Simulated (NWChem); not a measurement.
**BN2H5 (SMILES NBN): M06-2X/def2-TZVP (density fitting)**

What is the electronic atomisation energy of BN2H5 at M06-2X/def2-TZVP (density fitting)? 

The calculation is run with NWChem 7.3.0.

## 1. The system as given

The species is BN2H5 (8 atoms), meant as a singlet with charge 0. As SMILES, `NBN`. The coordinates come from a PBE0-D4/def2-TZVP relaxation.

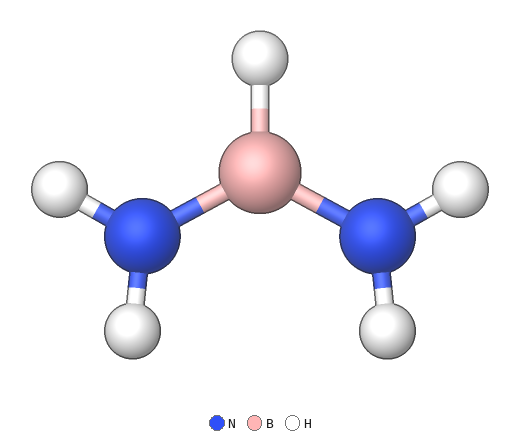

The structure, seen from a chosen angle (nitrogen blue, boron pink, hydrogen white).

## 2. The energy at M06-2X/def2-TZVP (density fitting) (run 1)

File bh5n2.nw:

```
start bh5n2
memory 2200 mb
charge 0
geometry units angstrom noautosym nocenter noautoz
  N       -0.971000       0.516500      -0.581100
  B        0.194200       0.386600       0.200500
  N        0.848200      -0.845200       0.401400
  H       -1.426800      -0.244500      -1.053400
  H       -1.423900       1.400900      -0.713700
  H        0.649700       1.368600       0.718000
  H        1.676700      -0.919800       0.960900
  H        0.545000      -1.720300       0.011600
end
basis spherical bse
  * library def2-TZVP
end
basis "cd basis" spherical
  * library "dgauss a2 dft coulomb fitting"
end
dft
  xc m06-2x
  grid fine
  convergence energy 1e-08
  iterations 100
  mulliken
  print low
end
task dft
```

Started as:

```console
nwchem bh5n2.nw > bh5n2.out
```

The program printed:

```text
[...]
 d= 0,ls=0.0,diis     1   -137.3912635195 -2.06D+02  4.40D-03  4.40D-01     3.0
[...]
 d= 0,ls=0.0,diis     8   -137.4441058833 -1.13D-09  3.00D-07  5.80D-09    18.9
         Total DFT energy =     -137.444105883345
      One electron energy =     -321.416018698812
           Coulomb energy =      134.898278949326
    Exchange-Corr. energy =      -19.778965936879
 Nuclear repulsion energy =       68.852599803019
[...]
      Total Density - Mulliken Population Analysis
     ---------------------------------------------
    Atom       Charge   Shell Charges
 -----------   ------   -------------------------------------------------------
    1 N    7     7.58   0.82  1.16  0.54  0.71  0.20  1.59  1.65  0.89  0.00  0.01  0.00
    2 B    5     4.79   0.91  1.06  0.51  0.33  0.04  1.04  0.61  0.09  0.07  0.10  0.02
    3 N    7     7.58   0.82  1.16  0.54  0.71  0.20  1.59  1.65  0.89  0.00  0.01  0.00
    4 H    1     0.77   0.27  0.40  0.06  0.04
    5 H    1     0.75   0.27  0.39  0.05  0.04
    6 H    1     1.01   0.27  0.50  0.23  0.01
    7 H    1     0.75   0.27  0.39  0.05  0.04
    8 H    1     0.77   0.27  0.40  0.06  0.04
[...]
```

Run time: 20 s. Hardware: 1 thread of AMD EPYC 9R14 (Zen 4), shared host; peak memory 0.13 GiB.

## 3. The B atom, same level (run 2)

File struct.nw:

```
start struct
memory 2200 mb
geometry units atomic noautosym nocenter noautoz
  B    0.00000000   0.00000000   0.00000000
end
basis spherical bse
  * library def2-TZVP
end
basis "cd basis" spherical
  * library "dgauss a2 dft coulomb fitting"
end
dft
  xc m06-2x
  mult 2
  grid fine
  convergence energy 1e-08
  maxiter 100
  mulliken
  noprint "final vectors analysis"
end
task dft energy
```

Started as:

```console
nwchem struct.nw > struct.out
```

The program printed:

```text
[...]
          Wavefunction type:  spin polarized.
          No. of atoms     :     1
          No. of electrons :     5
[...]
          Charge           :     0
          Spin multiplicity:     2
[...]
          AO basis - number of functions:    31
[...]
              XC Information
              --------------
                       M06-2X Method XC Functional
                     Hartree-Fock (Exact) Exchange  0.540
                        M06-2X Exchange Functional  1.000
                      M06-2X Correlation Potential  1.000
[...]
 d= 0,ls=0.0,diis     1    -24.6225202125 -2.46D+01  1.03D-02  2.71D-02     0.2
[...]
 d= 0,ls=0.0,diis     7    -24.6498834968 -8.55D-09  1.06D-06  1.83D-10     0.6
[...]
         Total DFT energy =      -24.649883496797
      One electron energy =      -32.409073657380
           Coulomb energy =       11.643305926875
    Exchange-Corr. energy =       -3.884115766292
 Nuclear repulsion energy =        0.000000000000
[...]
      Total Density - Mulliken Population Analysis
     ---------------------------------------------
    Atom       Charge   Shell Charges
 -----------   ------   -------------------------------------------------------
    1 B    5     5.00   0.92  1.05  0.79  0.95  0.30  0.39  0.41  0.20  0.00  0.00  0.00
     --------------------------------------------
      Spin Density - Mulliken Population Analysis
     --------------------------------------------
    Atom       Charge   Shell Charges
 -----------   ------   -------------------------------------------------------
    1 B    5     1.00   0.00 -0.00  0.03  0.02 -0.05  0.39  0.41  0.20 -0.00 -0.00  0.00
[...]
      <S2> =      0.7523 (Exact =     0.7500)
[...]
```

Run time: 1.2 s. Hardware: 1 thread of AMD EPYC 9R14 (Zen 4), shared host; peak memory 0.11 GiB.

## 4. The H atom (run 3)

File h.nw:

```
start h
memory total 2200 mb

geometry units angstrom noautosym nocenter noautoz
  H      0.000000     0.000000     0.000000
end

basis spherical bse
  * library def2-TZVP
end

basis "cd basis" spherical
  * library "dgauss a2 dft coulomb fitting"
end

dft
  xc m06-2x
  mult 2
  grid fine
  convergence energy 1e-08
  maxiter 100
  mulliken
  noprint "final vectors analysis"
end

task dft energy
```

Started as:

```console
nwchem h.nw > h.out
```

The program printed:

```text
[...]
          Wavefunction type:  spin polarized.
          No. of atoms     :     1
          No. of electrons :     1
[...]
          Charge           :     0
          Spin multiplicity:     2
[...]
          AO basis - number of functions:     6
[...]
              XC Information
              --------------
                       M06-2X Method XC Functional
                     Hartree-Fock (Exact) Exchange  0.540
                        M06-2X Exchange Functional  1.000
                      M06-2X Correlation Potential  1.000
[...]
 d= 0,ls=0.0,diis     1     -0.4977320265 -4.98D-01  8.30D-03  1.64D-03     0.1
[...]
  Singularity in Pulay matrix. Error and Fock matrices removed.
  Singularity in Pulay matrix. Error and Fock matrices removed.
 d= 0,ls=0.0,diis     5     -0.4982359108 -2.03D-12  6.64D-09  6.69D-16     0.1
[...]
         Total DFT energy =       -0.498235910836
      One electron energy =       -0.499300363510
           Coulomb energy =        0.307832529735
    Exchange-Corr. energy =       -0.306768077060
 Nuclear repulsion energy =        0.000000000000
[...]
      Total Density - Mulliken Population Analysis
     ---------------------------------------------
    Atom       Charge   Shell Charges
 -----------   ------   -------------------------------------------------------
    1 H    1     1.00   0.18  0.44  0.37  0.00
     --------------------------------------------
      Spin Density - Mulliken Population Analysis
     --------------------------------------------
    Atom       Charge   Shell Charges
 -----------   ------   -------------------------------------------------------
    1 H    1     1.00   0.18  0.44  0.37  0.00
[...]
      <S2> =      0.7500 (Exact =     0.7500)
[...]
```

Run time: 0.8 s. Hardware: 1 thread of AMD EPYC 9R14 (Zen 4), shared host; peak memory 0.1 GiB.

## 5. The N atom (run 4)

File n.nw:

```
start n
memory total 2200 mb

geometry units angstroms noautosym nocenter noautoz
   N        0.000000       0.000000       0.000000
end

basis spherical bse
   N library def2-TZVP
end

basis "cd basis" spherical
   N library "dgauss a2 dft coulomb fitting"
end

dft
   xc m06-2x
   mult 4
   grid fine
   convergence energy 1e-08
   maxiter 100
   mulliken
   print low
end

task dft energy
```

Run the same way, it converges to -54.58738 Eh (log not shown).

## 6. All runs side by side

```csv
run,level,partner,energy (Eh),wall time
1,M06-2X/def2-TZVP (density fitting),base,-137.444106,20 s
2,UM06-2X/def2-TZVP (density fitting),atoms,-24.649883,1.2 s
3,UM06-2X/def2-TZVP (density fitting),atoms,-0.498236,0.8 s
4,UM06-2X/def2-TZVP (density fitting),atoms,-54.587384,1.2 s
```

## 7. What came out

At M06-2X/def2-TZVP (density fitting):

| quantity | value |
| --- | --- |
| N atom: total energy | -54.58738 Eh |
| N atom: ⟨S²⟩ | 3.754 |
| electronic atomisation energy | 30.702 eV |

**Reading.** Taking the molecule apart into free atoms costs 30.70 eV (2962 kJ/mol), before zero-point energy and without spin-orbit coupling. All runs together took 23 s, the longest 20 s.
